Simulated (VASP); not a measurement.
Band structure of AlN (relaxed from the rocksalt structure, space group Fm-3m). Level of theory: r2SCAN meta-GGA, VASP's PBE PAW potentials (set 64) (plane waves; VASP).

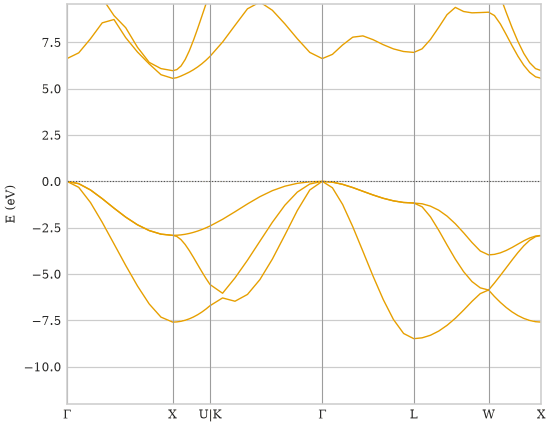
Figure: Bands along high-symmetry lines, zero at the valence-band maximum or, without a gap, the Fermi level

### Question
Read the plot: is there a gap, and where are the band edges?

### Answer
The gap is indirect, 5.56 eV, from the valence maximum at Γ to the conduction minimum at X.

The structure was generated: AlN was put into the rocksalt type (Fm-3m), which need not be its known phase. It was relaxed first.
